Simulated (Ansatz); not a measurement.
Take PbTe in the rock salt structure (space group Fm-3m, No. 225; a = 6.380 Å) as the base.

One thing is altered: every lattice vector is shortened by 2.00 %; the atoms relax in the strained cell.

Computed with LDA (Ansatz, a quantum-chemistry and plane-wave program; PAW; 420 eV plane waves; no SOC).

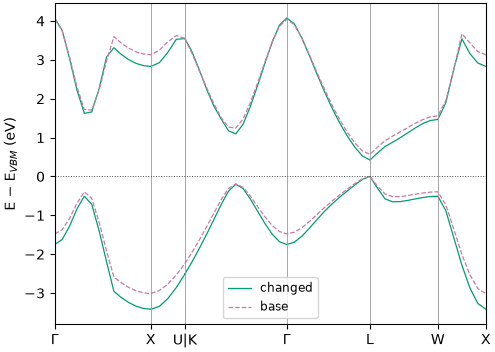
Figure: Highest valence and lowest conduction band along the path, each from its own valence-band maximum

**Question.** Read the changed gap and its character from the plot.

**Answer.** About 0.4 eV, direct at L.

Spin-orbit coupling, missing from the scalar runs, can matter with Pb and Te. No phonon test of stability was made.
